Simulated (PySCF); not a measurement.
## Electronic structure of C$_{6}$H$_{11}$F (SMILES FC1CCCCC1) in real space

Input

```
{"job": {"xc": "PBE0", "basis": "pcSseg-1", "solvent": "chloroform", "kind": "nmr", "pop": true}, "charge": 0, "multiplicity": 1}
F      0.687045     2.641260    -0.002168
C      0.359702     1.350993     0.365110
C      1.393023     0.391389    -0.190721
C      1.030529    -1.054506     0.133606
C     -0.372947    -1.399306    -0.354992
C     -1.406117    -0.422196     0.197402
C     -1.036108     1.022121    -0.126901
H      0.378012     1.311532     1.471523
H      1.432546     0.536215    -1.284644
H      2.387574     0.654114     0.203017
H      1.774507    -1.737071    -0.306668
H      1.081747    -1.207939     1.226933
H     -0.633615    -2.432537    -0.074631
H     -0.391877    -1.361248    -1.459183
H     -1.471546    -0.545539     1.293763
H     -2.408615    -0.652077    -0.196768
H     -1.757491     1.728861     0.312891
H     -1.055129     1.182253    -1.219227
```

Run with:

```sh
OMP_NUM_THREADS=1 python ens_run.py task.json out
```

Geometry: PBE0-D3(BJ)/def2-SVP.

All numbers below come from PBE0/pcSseg-1, SCF density, in a chloroform solvent model, non-relativistic in PySCF.

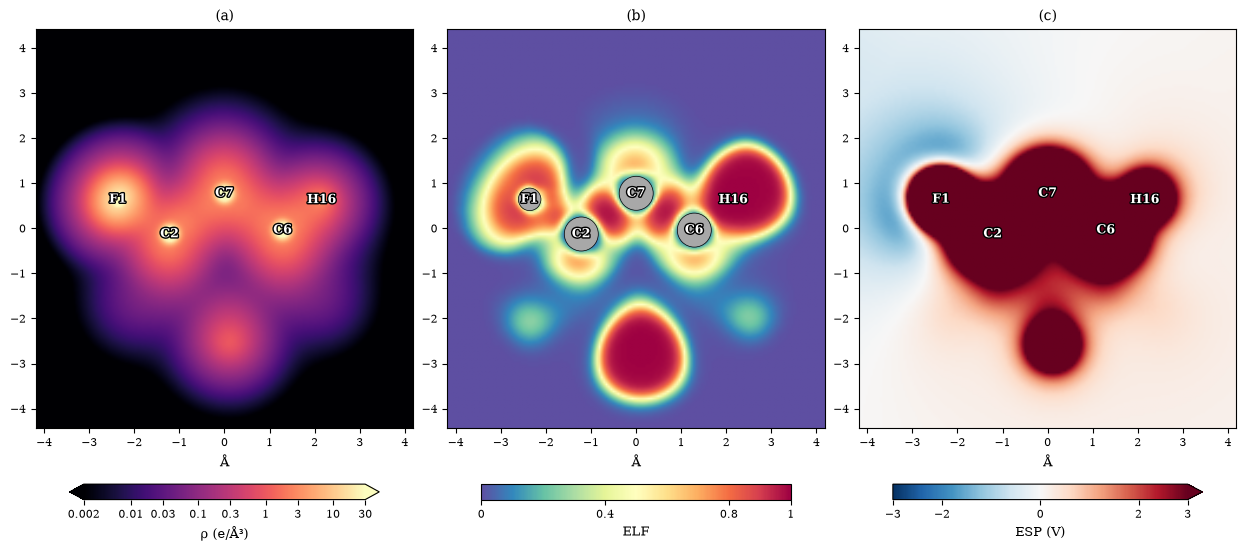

Figure 1. (a) electron density; (b) electron localisation function; (c) molecular electrostatic potential on the plane of atoms C2, C7 and C6. Grey discs cover the atomic cores in the ELF map.

Question: What do the fields say about this system?

Answer:
- The plane passes through F, C and H nuclei.
- C–F (1.38 Å): ρ at the midpoint is about 2.1 e/Å³, with its minimum of 1.6 e/Å³ about 0.5 Å from C; the ELF peaks at about 0.85 between the atoms, as expected for a shared but strongly polarised pair.
- C–C (1.52 Å): the density is about 1.7 e/Å³ at the midpoint; the ELF peaks at about 0.95 between the atoms (localised, covalent bonding).
- C–H (1.10 Å): ρ is about 1.9 e/Å³ halfway; the ELF climbs to about 1 towards the hydrogen, as it does in any bond to H: an ordinary covalent bond to hydrogen.
- The ELF also peaks beside F1, away from the bonds: lone-pair regions.
- Outside the dense part of the molecule the potential is most negative (−1.5 V) near F1.

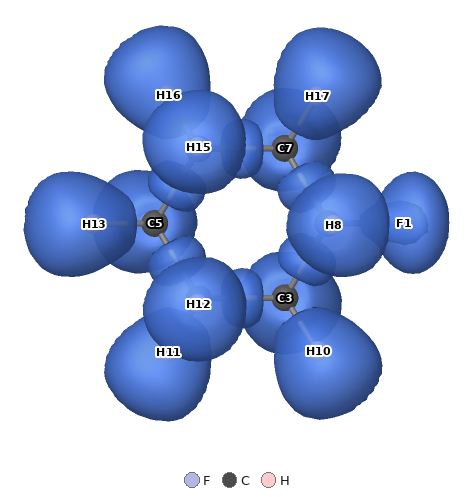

Figure 2. Isosurface of the electron localisation function at 0.75 (blue), seen at a tilt. Core shells and regions of very low density are left out.

Question: Describe the localisation domains.

Answer: At this value the surface marks out six regions between bonded C–C atoms (shared pairs), eleven regions around hydrogen nuclei and one region on F in which the atom's valence shell and bonds are merged.

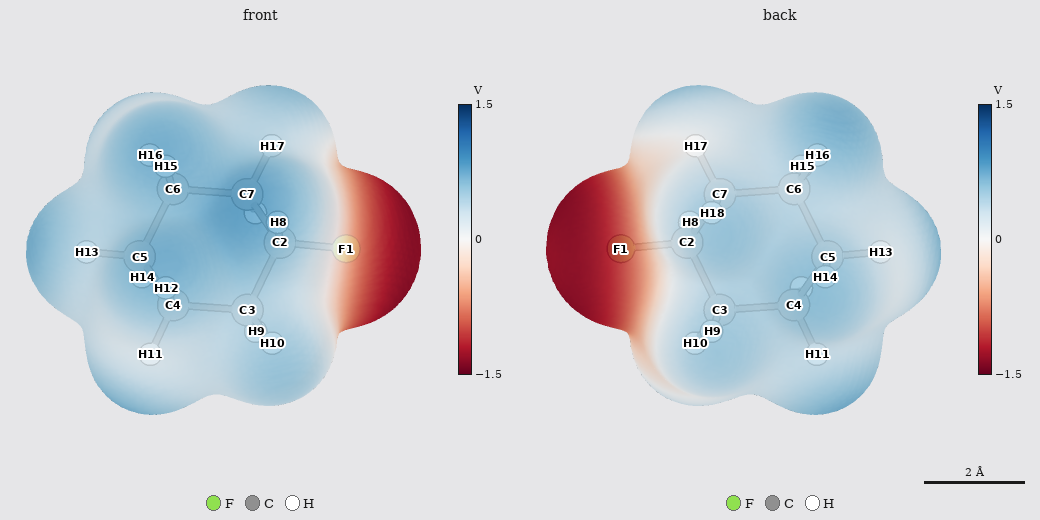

Figure 3. The molecular electrostatic potential painted on the density surface at 0.002 e/bohr³, seen from the front and from behind; red is negative and blue positive.

Question: Which sites attract a positive test charge, and which a negative one?

Answer: A positive charge is drawn to the negative regions and a negative charge to the positive ones. The most negative region (about −1.3 V, or −30 kcal/mol for a unit charge) lies over F1, the most positive (about +0.8 V, or +18 kcal/mol for a unit charge) over H8.

Question: What dipole moment does the calculation give?

Answer: Its dipole moment is 2.37 D.
